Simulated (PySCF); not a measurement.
# CH8O3Si3 (SMILES O=C[SiH2]O[SiH2]O[SiH3]): what the fields show

```yaml
atoms:
  - { symbol: O, position_ang: [-4.3051, -0.0540, 0.3591] }
  - { symbol: C, position_ang: [-3.2549, 0.5177, 0.2133] }
  - { symbol: Si, position_ang: [-1.6227, -0.3529, -0.2911] }
  - { symbol: O, position_ang: [-0.5731, 0.8655, -0.4375] }
  - { symbol: Si, position_ang: [0.9407, 1.3993, -0.7062] }
  - { symbol: O, position_ang: [1.9926, 0.1915, -0.5394] }
  - { symbol: Si, position_ang: [2.5843, -1.2467, -0.0732] }
  - { symbol: H, position_ang: [-3.2137, 1.6181, 0.3836] }
  - { symbol: H, position_ang: [-1.2126, -1.2652, 0.7744] }
  - { symbol: H, position_ang: [-1.7827, -1.0343, -1.5735] }
  - { symbol: H, position_ang: [1.0106, 1.8244, -2.0944] }
  - { symbol: H, position_ang: [1.1865, 2.3841, 0.3348] }
  - { symbol: H, position_ang: [3.4719, -0.9690, 1.0548] }
  - { symbol: H, position_ang: [3.2985, -1.7506, -1.2436] }
  - { symbol: H, position_ang: [1.4754, -2.1199, 0.3113] }
```

Geometry: GFN2-xTB.

Theory: PySCF 2.14.0, PBE0/pcSseg-1, SCF density, gas phase, non-relativistic.

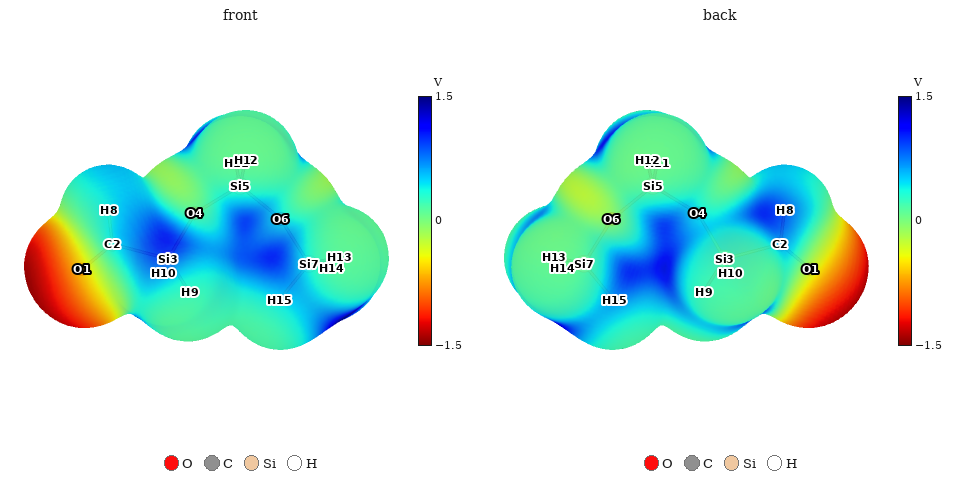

Figure 1. The molecular electrostatic potential painted on the density surface at 0.001 e/bohr³, seen from the front and from behind; the colour scale runs from red (negative) to blue (positive).

### Which sites attract a positive test charge, and which a negative one?

A positive charge is drawn to the negative regions and a negative charge to the positive ones. The most negative region (about −1.4 V) lies over O1, the most positive (about +1.3 V) over Si7. O1 is the likeliest acceptor of a hydrogen bond.

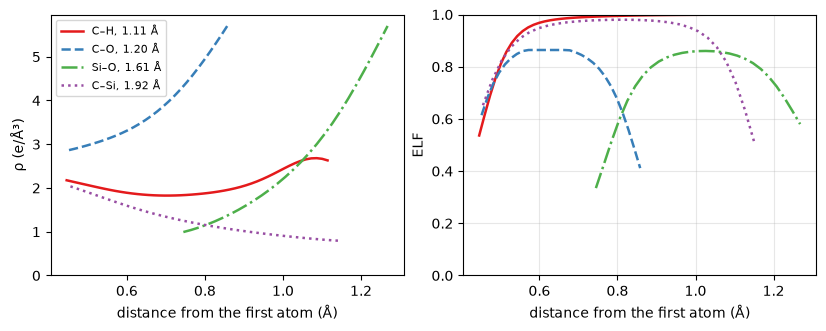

Figure 2. Total electron density and electron localisation function along straight lines between neighbouring atoms. The curves leave out the atomic cores.

### What can be read from the curves?

C–H (1.11 Å): the density is about 2 e/Å³ at the midpoint; the ELF climbs to about 1 towards the hydrogen, as it does in any bond to H (a covalent bond by its length).
C–O (1.20 Å): ρ at the midpoint is about 3.3 e/Å³; the ELF peaks at about 0.85 between the atoms; a multiple bond.
Si–O (1.61 Å): ρ at the midpoint is about 1.2 e/Å³; the ELF peaks at about 0.85 between the atoms (a short, strongly polar bond).
C–Si (1.92 Å): the density is about 0.95 e/Å³ at the midpoint; the ELF peaks at about 1 between the atoms: a shared electron pair.
